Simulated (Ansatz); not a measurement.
## Electronic structure of CH5AlBN in real space

The calculation's input:

```
crystal:
  periodic: [false, false, false]
  atoms:
    - {symbol: B, position_ang: [-0.305227, 1.091635, -1.110214]}
    - {symbol: N, position_ang: [-0.198174, 0.253267, -0.007940]}
    - {symbol: C, position_ang: [0.703111, -0.968258, 0.144676]}
    - {symbol: Al, position_ang: [-0.428350, -0.462216, 1.587784]}
    - {symbol: H, position_ang: [0.358106, 0.892022, -2.094483]}
    - {symbol: H, position_ang: [-1.070499, 2.017138, -1.061891]}
    - {symbol: H, position_ang: [0.462006, -1.780965, -0.540259]}
    - {symbol: H, position_ang: [1.767603, -0.736379, 0.115498]}
    - {symbol: H, position_ang: [-1.200277, -0.352546, 2.949828]}
basis:
  gaussian: {orbitals: def2-TZVPP}
hamiltonian: {xc: pbe0, dispersion: d4}
output: {orbitals: {seedname: orbitals}}
```

Run with:

```sh
ansatz run in.yaml --threads 2 --pin off --events-out ev --progress --plain --max-ram 4352MiB
```

Geometry: PBE0-D4/def2-TZVP.

The calculation used Ansatz 0.2.0, RKS PBE0-D4/def2-TZVPP.

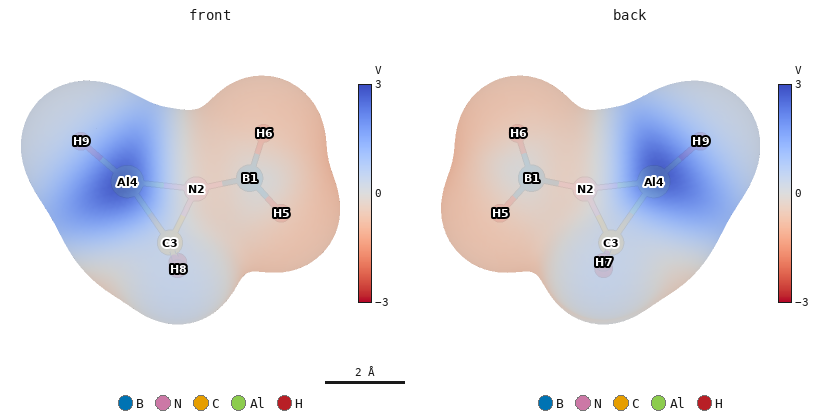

Figure 1. The molecular electrostatic potential painted on the density surface at 0.001 e/bohr³, seen from the front and from behind; red is negative and blue positive.

Describe the electrostatic potential map.

The most negative region (about −0.9 V) lies over H6, the most positive (about +2.7 V) over Al4.

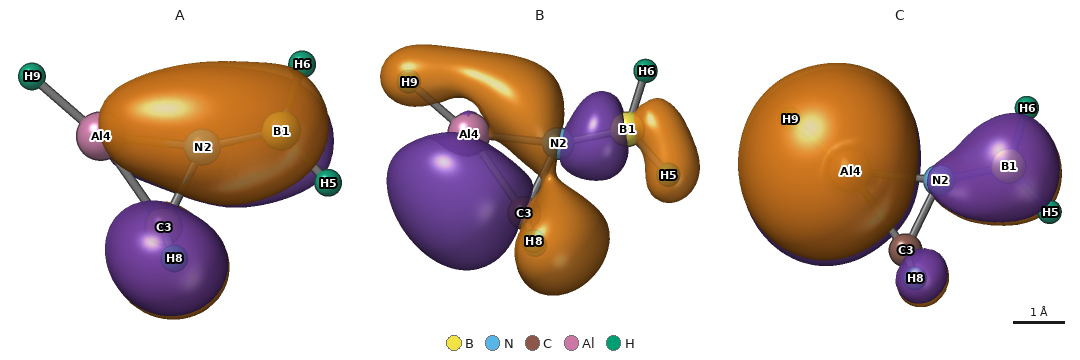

Figure 2. Three frontier orbitals at ±0.06 Å⁻³ᐟ² (orange and purple are the two phases), in no order.

Which picture is the HOMO−1, the HOMO and the LUMO?

A is the HOMO−1 (−7.68 eV). Its weight (Hirshfeld) is mainly on N2 (about 50 %), B1 (about 15 %) and C3 (about 10 %). B is the HOMO (−7.14 eV). It lies mainly on C3 (about 40 %), Al4 (about 25 %) and N2 (about 15 %). C is the LUMO (−1.48 eV). It lies mainly on Al4 (about 70 %), B1 (about 10 %) and H9 (about 5 %).

What is the HOMO–LUMO gap?

5.66 eV between the orbital energies.

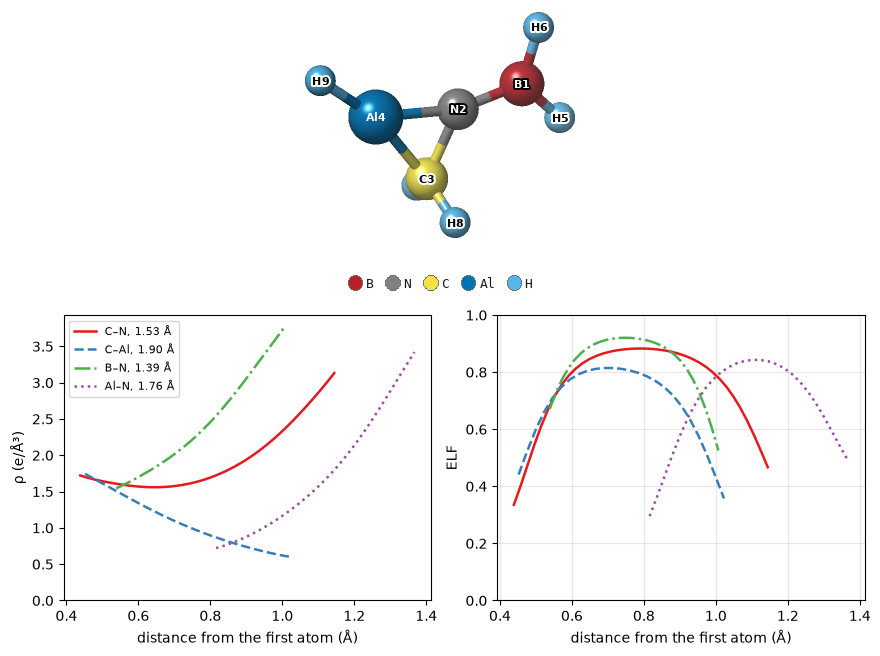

Figure 3. Electron density and electron localisation function along straight lines between neighbouring atoms. The curves leave out the atomic cores. The structure is drawn too.

Compare the contacts.

C–N (1.53 Å): ρ at the midpoint is about 1.6 e/Å³; the ELF peaks at about 0.90 between the atoms (a covalent bond).
C–Al (1.90 Å): ρ is about 0.67 e/Å³ halfway; the ELF peaks at about 0.80 in the valence shell of C, 0.7 Å from its nucleus, and is about 0.60 at the midpoint.
B–N (1.39 Å): ρ is about 2 e/Å³ halfway; the ELF peaks at about 0.90 between the atoms: a short, strongly polar bond.
Al–N (1.76 Å): ρ is about 0.84 e/Å³ halfway; the ELF peaks at about 0.85 in the valence shell of N, 0.7 Å from its nucleus, and is about 0.50 at the midpoint.
